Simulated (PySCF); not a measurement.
# Si3H8 (trisilane) at 6 levels

We compute a comparison of 6 runs (HF/3-21G, B2PLYP/6-31G*, B3LYP/6-31G*, CAM-B3LYP/6-31G*, M06-2X/6-31G*, SCS-MP2/6-31G*) of Si3H8 (trisilane). 

The results are computed with PySCF 2.14.0.

1 further run of the same task is left out (set aside as unsound or not needed).

### 1 The structure to begin with

Si3H8 has 11 atoms, charge 0, and is taken as a singlet. SMILES: `[SiH3][SiH2][SiH3]`. The Si1–Si2 distance was set to 2.689 Å, away from the relaxed value.

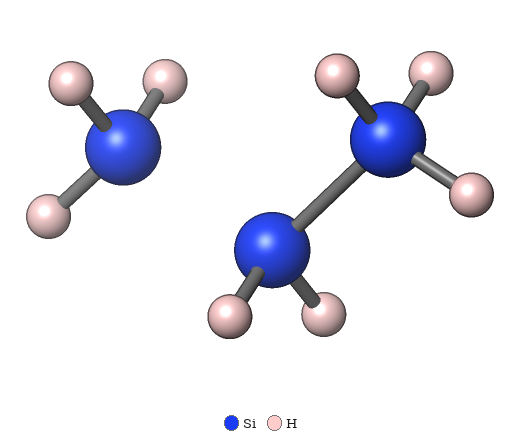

The structure, seen from a chosen angle (silicon blue, hydrogen pink).

### 2 A single-point energy at HF/3-21G (run 1)

calc.py

```python
from pyscf import gto, scf

mol = gto.M(
    atom='''
Si    -1.417083     1.692868    -0.559616
Si    -0.462570    -0.807300    -0.296320
Si     1.631930    -0.774400     0.742750
H     -2.750363     1.693858    -1.219466
H     -0.478543     2.506578    -1.378416
H     -1.547053     2.326228     0.780294
H     -0.343400    -1.440160    -1.640160
H     -1.410380    -1.620800     0.516390
H      1.515950    -0.154940     2.090430
H      2.583820     0.031780    -0.068050
H      2.179610    -2.149160     0.894770
''',
    max_memory=1860,
    spin=0,
    basis='3-21g',
    verbose=3,
)

mf = scf.RHF(mol)
mf.conv_tol = 1e-10
mf.kernel()
if not mf.converged:
    mf = mf.newton().run(mf.mo_coeff, mf.mo_occ)

energy = mf.e_tot
print('E = %.10f Eh' % energy)
```

On the command line:

```sh
$ OMP_NUM_THREADS=1 python calc.py
```

The log of the run:

```text
converged SCF energy = -866.787514296824
E = -866.7875142968 Eh
```

Wall time 0.64 s (1 thread of Arm Neoverse V2, shared host); peak memory 0.11 GiB.

### 3 The energy at B2PLYP/6-31G(d) (spherical functions) (run 2)

input.py

```python
from pyscf import gto, dft, mp

system = gto.M(
    atom='''
Si      -1.417083       1.692868      -0.559616
Si      -0.462570      -0.807300      -0.296320
Si       1.631930      -0.774400       0.742750
H       -2.750363       1.693858      -1.219466
H       -0.478543       2.506578      -1.378416
H       -1.547053       2.326228       0.780294
H       -0.343400      -1.440160      -1.640160
H       -1.410380      -1.620800       0.516390
H        1.515950      -0.154940       2.090430
H        2.583820       0.031780      -0.068050
H        2.179610      -2.149160       0.894770
''',
    basis='6-31g*',
    verbose=3,
    max_memory=1860,
)

calc0 = dft.RKS(system)
calc0.xc = '0.53*HF + 0.47*B88, 0.73*LYP'
calc0.conv_tol = 1e-10
calc0.grids.level = 5
calc0.kernel()
if not calc0.converged:
    calc0 = calc0.newton().run(calc0.mo_coeff, calc0.mo_occ)

pt = mp.MP2(calc0, frozen=15).run()
etot = calc0.e_tot + 0.27 * pt.e_corr
print('PT2 part  %.8f' % (0.27 * pt.e_corr))
print('Final energy', etot)
```

On the command line:

```sh
$ OMP_NUM_THREADS=1 python input.py
```

The log of the run:

```text
converged SCF energy = -872.685975373318
E(RMP2) = -872.988994186763  E_corr = -0.303018813444978
E(SCS-RMP2) = -873.00774405855  E_corr = -0.321768685231061
PT2 part  -0.08181508
Final energy -872.7677904529486
```

Wall time 15 s (1 thread of Arm Neoverse V2, shared host); peak memory 0.37 GiB.

Runs 3 to 5 aren't shown in full; the table further down has their settings and results.

### 4 A single-point energy at SCS-MP2/6-31G(d) (spherical functions) (run 6)

job.py

```python
from pyscf import gto, mp

mol = gto.M(
    atom='''
Si    -1.417083     1.692868    -0.559616
Si    -0.462570    -0.807300    -0.296320
Si     1.631930    -0.774400     0.742750
H     -2.750363     1.693858    -1.219466
H     -0.478543     2.506578    -1.378416
H     -1.547053     2.326228     0.780294
H     -0.343400    -1.440160    -1.640160
H     -1.410380    -1.620800     0.516390
H      1.515950    -0.154940     2.090430
H      2.583820     0.031780    -0.068050
H      2.179610    -2.149160     0.894770
''',
    spin=0,
    verbose=4,
    basis='6-31g*',
    max_memory=1860,
    charge=0,
)

mf = mol.RHF()
mf.conv_tol = 1e-10
mf.kernel()
if not mf.converged:
    mf = mf.newton().run(mf.mo_coeff, mf.mo_occ)

pt = mp.MP2(mf, frozen=15).run()
e_tot = mf.e_tot + 1.2 * pt.e_corr_os + pt.e_corr_ss / 3
print(f'total energy: {e_tot:.8f} hartree')
```

On the command line:

```sh
$ OMP_NUM_THREADS=1 python job.py
```

The log of the run:

```text
PySCF version 2.14.0

[INPUT] num. atoms = 11
[INPUT] num. electrons = 50
[INPUT] charge = 0
[INPUT] spin (= nelec alpha-beta = 2S) = 0
[INPUT] symmetry False subgroup None
[INPUT] Mole.unit = angstrom
[INPUT] Symbol           X                Y                Z      unit          X                Y                Z       unit  Magmom
[INPUT]  1 Si    -1.417083000000   1.692868000000  -0.559616000000 AA   -2.677898765777   3.199056885040  -1.057520974925 Bohr   0.0
[INPUT]  2 Si    -0.462570000000  -0.807300000000  -0.296320000000 AA   -0.874130613440  -1.525575900361  -0.559963645231 Bohr   0.0
[INPUT]  3 Si     1.631930000000  -0.774400000000   0.742750000000 AA    3.083900754461  -1.463403910863   1.403594079021 Bohr   0.0
[INPUT]  4 H     -2.750363000000   1.693858000000  -1.219466000000 AA   -5.197432813137   3.200927713904  -2.304456758219 Bohr   0.0
[INPUT]  5 H     -0.478543000000   2.506578000000  -1.378416000000 AA   -0.904315208828   4.736745929860  -2.604828725718 Bohr   0.0
[INPUT]  6 H     -1.547053000000   2.326228000000   0.780294000000 AA   -2.923506470187   4.395933823295   1.474541956641 Bohr   0.0
[INPUT]  7 H     -0.343400000000  -1.440160000000  -1.640160000000 AA   -0.648931951176  -2.721507975554  -3.099453200467 Bohr   0.0
[INPUT]  8 H     -1.410380000000  -1.620800000000   0.516390000000 AA   -2.665231931564  -3.062868102695   0.975835673464 Bohr   0.0
[INPUT]  9 H      1.515950000000  -0.154940000000   2.090430000000 AA    2.864730318534  -0.292794165740   3.950340182575 Bohr   0.0
[INPUT] 10 H      2.583820000000   0.031780000000  -0.068050000000 AA    4.882712155174   0.060055496239  -0.128595862777 Bohr   0.0
[INPUT] 11 H      2.179610000000  -2.149160000000   0.894770000000 AA    4.118865958363  -4.061323797870   1.690870244477 Bohr   0.0

nuclear repulsion = 183.637830604037
number of shells = 40
number of NR pGTOs = 185
number of NR cGTOs = 70
basis = 6-31g*
ecp = {}

******** <class 'pyscf.scf.hf.RHF'> ********
method = RHF
initial guess = minao
damping factor = 0
level_shift factor = 0
DIIS = <class 'pyscf.scf.diis.CDIIS'>
diis_start_cycle = 1
diis_space = 8
diis_damp = 0
SCF conv_tol = 1e-10
SCF conv_tol_grad = None
SCF max_cycles = 50
direct_scf = True
direct_scf_tol = 1e-13
Set gradient conv threshold to 1e-05
Initial guess from minao.
init E= -870.684893714329
  HOMO = -0.251796911534996  LUMO = 0.0402960330090953  gap/eV = 7.94825
cycle= 1 E= -871.322139805667  delta_E= -0.637  |g|= 0.264  |ddm|= 2.44
  HOMO = -0.376154039172897  LUMO = 0.0679073317679033  gap/eV = 12.08353
cycle= 2 E= -871.362103972223  delta_E= -0.04  |g|= 0.0716  |ddm|= 0.48
  HOMO = -0.350455279518981  LUMO = 0.0981099268574452  gap/eV = 12.20608
cycle= 3 E= -871.365828746145  delta_E= -0.00372  |g|= 0.0182  |ddm|= 0.174
  HOMO = -0.360050195675615  LUMO = 0.094141829669975  gap/eV = 12.35919
cycle= 4 E= -871.366053845663  delta_E= -0.000225  |g|= 0.00269  |ddm|= 0.0527
  HOMO = -0.36034817589157  LUMO = 0.0941249637257555  gap/eV = 12.36684
cycle= 5 E= -871.3660601872  delta_E= -6.34e-06  |g|= 0.00062  |ddm|= 0.00893
  HOMO = -0.360425352881667  LUMO = 0.0941693382388626  gap/eV = 12.37015
cycle= 6 E= -871.36606053768  delta_E= -3.5e-07  |g|= 0.000117  |ddm|= 0.00222
  HOMO = -0.360427842332921  LUMO = 0.0941847154818969  gap/eV = 12.37064
cycle= 7 E= -871.36606055063  delta_E= -1.29e-08  |g|= 2.14e-05  |ddm|= 0.000434
  HOMO = -0.36042648705953  LUMO = 0.0941844068398947  gap/eV = 12.37059
cycle= 8 E= -871.366060551054  delta_E= -4.24e-10  |g|= 5.15e-06  |ddm|= 7.43e-05
  HOMO = -0.360426743173733  LUMO = 0.0941839580056298  gap/eV = 12.37059
cycle= 9 E= -871.366060551093  delta_E= -3.96e-11  |g|= 1.05e-06  |ddm|= 2.3e-05
  HOMO = -0.360426637550749  LUMO = 0.0941839983642669  gap/eV = 12.37059
Extra cycle  E= -871.36606055109  delta_E= 3.64e-12  |g|= 4.25e-07  |ddm|= 3.04e-06
converged SCF energy = -871.36606055109

******** <class 'pyscf.mp.mp2.RMP2'> ********
nocc = 10, nmo = 55
frozen orbitals 15
E(RMP2) = -871.603423867282  E_corr = -0.237363316192654
E(SCS-RMP2) = -871.619202596065  E_corr = -0.25314204497573
E_corr(same-spin) = -0.0365699243716791
E_corr(oppo-spin) = -0.200793391820975
total energy: -871.61920260 hartree
```

Run time: 1.5 s. Hardware: 1 thread of Arm Neoverse V2, shared host; peak memory 0.15 GiB.

### 5 Overview of the runs

| run | level | frozen core orbitals | integration grid | energy (Eh) | dipole moment (D) of the reference | HOMO energy (eV) | LUMO energy (eV) | wall time |
| --- | --- | --- | --- | --- | --- | --- | --- | --- |
| 1 | HF/3-21G | – | – | -866.787514 | 0.01 | -9.89 | 2.37 | 0.64 s |
| 2 | B2PLYP/6-31G* (spherical functions) | 15 | 5 | -872.767790 | 0.06 | -8.35 | 0.60 | 15 s |
| 3 | B3LYP/6-31G* (spherical functions) | – | 5 | -873.263074 | 0.06 | -7.34 | -0.76 | 15 s |
| 4 | CAM-B3LYP/6-31G* (spherical functions) | – | 5 | -873.195930 | 0.06 | -8.71 | 0.45 | 25 s |
| 5 | M06-2X/6-31G* (spherical functions) | – | 5 | -873.096225 | 0.04 | -8.42 | 0.14 | 26 s |
| 6 | SCS-MP2/6-31G* (spherical functions) | 15 | – | -871.619203 | 0.06 | -9.81 | 2.56 | 1.5 s |

### 6 What came out

| quantity | value |
| --- | --- |
| run 6: total energy | -871.61920 Eh |
| run 6: dipole moment (Hartree–Fock density) | 0.06 D |
| run 6: HOMO energy (Hartree–Fock orbitals) | -9.81 eV |
| run 6: LUMO energy (Hartree–Fock orbitals) | 2.56 eV |
| run 6: HOMO–LUMO gap (Hartree–Fock orbitals) | 12.37 eV |
| run 6: correlation energy (15 core orbitals frozen) | -253.1 mEh |

What this shows: Over runs 1, 2, 3, 4, 5 the dipole moment (its size) runs from 0.01 D (HF/3-21G) to 0.06 D (B2PLYP/6-31G*). The two ends differ in method and basis. A double hybrid's value is that of its SCF part. Over runs 1, 2, 3, 4, 5 the HOMO–LUMO gap runs from 6.58 eV (B3LYP/6-31G*) to 12.26 eV (HF/3-21G). Totals of different functionals can't be ranked against each other. All runs together took 82 s, the longest 26 s.
